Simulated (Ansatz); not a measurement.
# Two runs on Ge13H20

System: Ge13H20 (Ge13H20 off sphere), charge +1, multiplicity 2.
Method of the first run: UKS PBE0-D4/def2-TZVP (Ansatz 0.2.0).

The geometry comes from this level: PBE-D4/def2-SVP. Text and figures count atoms from 1; the logs count them from 0 in places.

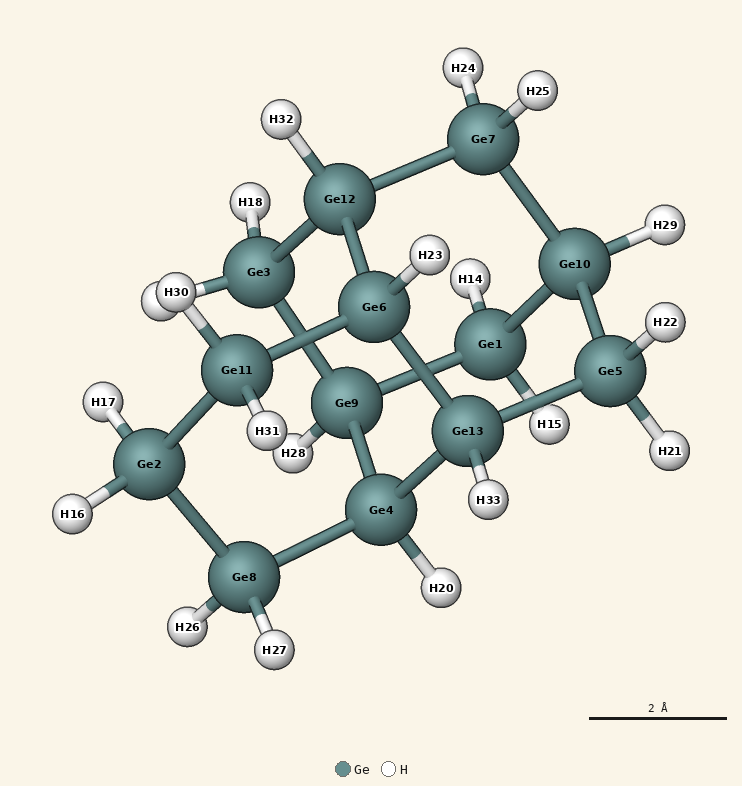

Figure 1. The structure (ball-and-stick view, seen at a tilt; atoms are numbered from 1 in the order of the input). Sticks mark near contacts. Bond lengths as drawn: Ge–Ge 2.44 to 2.45 Å and Ge–H 1.56 Å.

## The input, the first run
```yaml
crystal:
  periodic: [false, false, false]
  atoms:
    - {symbol: Ge, position_ang: [0.684453, -3.528166, 0.548871]}
    - {symbol: Ge, position_ang: [-2.352144, 2.354179, -2.240860]}
    - {symbol: Ge, position_ang: [0.835282, -0.837266, -2.334811]}
    - {symbol: Ge, position_ang: [-2.116569, -0.695315, 0.436103]}
    - {symbol: Ge, position_ang: [0.675452, -0.677232, 3.329517]}
    - {symbol: Ge, position_ang: [0.694206, 2.115687, 0.436858]}
    - {symbol: Ge, position_ang: [3.527940, -0.680946, 0.548547]}
    - {symbol: Ge, position_ang: [-3.592159, 0.724684, -0.904999]}
    - {symbol: Ge, position_ang: [-0.687598, -2.138622, -0.930636]}
    - {symbol: Ge, position_ang: [2.103990, -2.102213, 1.944666]}
    - {symbol: Ge, position_ang: [-0.724988, 3.593889, -0.902003]}
    - {symbol: Ge, position_ang: [2.136137, 0.687444, -0.932126]}
    - {symbol: Ge, position_ang: [-0.712789, 0.711420, 1.868375]}
    - {symbol: H, position_ang: [1.568142, -4.489117, -0.301800]}
    - {symbol: H, position_ang: [-0.228779, -4.400490, 1.461073]}
    - {symbol: H, position_ang: [-3.356212, 3.357746, -2.882018]}
    - {symbol: H, position_ang: [-1.615754, 1.619559, -3.396968]}
    - {symbol: H, position_ang: [1.818367, -1.819766, -3.040074]}
    - {symbol: H, position_ang: [0.060675, -0.063631, -3.440115]}
    - {symbol: H, position_ang: [-2.997411, -1.614416, 1.342158]}
    - {symbol: H, position_ang: [-0.231850, -1.553796, 4.244106]}
    - {symbol: H, position_ang: [1.548957, 0.229523, 4.247531]}
    - {symbol: H, position_ang: [1.614823, 2.994324, 1.343528]}
    - {symbol: H, position_ang: [4.491626, -1.563478, -0.300188]}
    - {symbol: H, position_ang: [4.397357, 0.235179, 1.460631]}
    - {symbol: H, position_ang: [-4.485875, -0.150542, -1.834163]}
    - {symbol: H, position_ang: [-4.536041, 1.497220, 0.065048]}
    - {symbol: H, position_ang: [-1.579714, -3.051059, -1.829744]}
    - {symbol: H, position_ang: [2.998140, -2.995071, 2.860538]}
    - {symbol: H, position_ang: [0.150751, 4.489415, -1.828912]}
    - {symbol: H, position_ang: [-1.498795, 4.535696, 0.068990]}
    - {symbol: H, position_ang: [3.046879, 1.580291, -1.832237]}
    - {symbol: H, position_ang: [-1.636499, 1.634871, 2.725126]}
basis:
  gaussian: {orbitals: def2-TZVP, fitting: {mean_field: def2-universal-jkfit}}
total_charge: 1
magnetization: {spin_polarized: true, initial_magnetization: 1}
hamiltonian: {xc: pbe0, dispersion: d4}
scf: {omitted_lower_state_checks: [starts]}
output: {orbitals: {seedname: orbitals}}
```

Command:
```bash
ansatz run in.yaml --threads 4 --pin off --events-out ev --progress --plain --max-ram 66560MiB --backend cuda --devices 0, --max-vram 37GiB
```

Hardware: 4 CPU threads, shared host.

## Output (the first run)
```
Functional definition: PBE0
  parameter a = 0.25
  parameter kappa = 0.804
  parameter beta = 0.06672455060314922
  exchange = (1 - a)*pbe_x(kappa = kappa, mu = beta*pi^2/3) + a*exact_x
  correlation = pbe_c(beta = beta)
these checks for a lower state are left out or cut short: starts
3818 factors; integrals over basis functions are off by at most 6.2e-1 eV
mean field evaluation 1: about -734967.6502 eV, gradient 3.4e1 eV
mean field evaluation 2: about -734968.1096 eV, gradient 3.3e1 eV
mean field evaluation 4: about -734969.5943 eV, gradient 3.2e0 eV
mean field evaluation 8: about -734969.6304 eV, gradient 2.5e-1 eV
mean field evaluation 16: about -734969.6308 eV, gradient 4.1e-3 eV
mean field -734969.63081487 eV, -27009.6357521379 hartree, gradient 1.3e-5 eV, S^2 0.754477; 0 other end points of the search recorded, 0 dependent functions left out
reference -734969.63088291 eV, -27009.6357546384 hartree; 218, 217 occupied and 526, 527 virtual orbitals, 3818 factors
Total energy: -734971.29697738 eV, -27009.6969824809 hartree
Checks for a lower state left out: starts
```

For the second run the input was changed thus:
```diff
-total_charge: 1
+total_charge: -1
```

Predict how the results change.

The total energies belong to different systems, so their difference says nothing on which is more stable or more accurate. The HOMO goes from −10.41 to 1.07 eV. The LUMO goes from −9.37 to 2.09 eV.

## Output (the second run)
```
Functional definition: PBE0
  parameter a = 0.25
  parameter kappa = 0.804
  parameter beta = 0.06672455060314922
  exchange = (1 - a)*pbe_x(kappa = kappa, mu = beta*pi^2/3) + a*exact_x
  correlation = pbe_c(beta = beta)
these checks for a lower state are left out or cut short: starts
3818 factors; integrals over basis functions are off by at most 6.2e-1 eV
mean field evaluation 1: about -734974.1934 eV, gradient 4.2e1 eV
mean field evaluation 2: about -734970.6683 eV, gradient 5.2e1 eV
mean field evaluation 4: about -734977.8113 eV, gradient 2.7e0 eV
mean field evaluation 8: about -734977.8279 eV, gradient 4.9e-1 eV
mean field evaluation 16: about -734977.8375 eV, gradient 1.7e-2 eV
mean field evaluation 32: about -734977.8375 eV, gradient 6.3e-4 eV
mean field -734977.83754994 eV, -27009.9373440890 hartree, gradient 7.4e-6 eV, S^2 0.752622; 0 other end points of the search recorded, 0 dependent functions left out
reference -734977.83761205 eV, -27009.9373463716 hartree; 219, 218 occupied and 525, 526 virtual orbitals, 3818 factors
Total energy: -734979.61386449 eV, -27010.0026224445 hartree
Checks for a lower state left out: starts
```

## The two runs side by side

```csv
quantity,the first run,the second run
outcome,converged,converged
total energy (hartree),−27009.696982,−27010.002622
HOMO (eV),−10.41,1.07
LUMO (eV),−9.37,2.09
⟨S²⟩,0.754,0.753
basis functions,744,744
wall time (shared host),20 s,27 s
```

For the second run: The highest filled orbital lies above zero: either the extra electron isn't bound at this level, or the self-interaction error of the functional lifts the level.
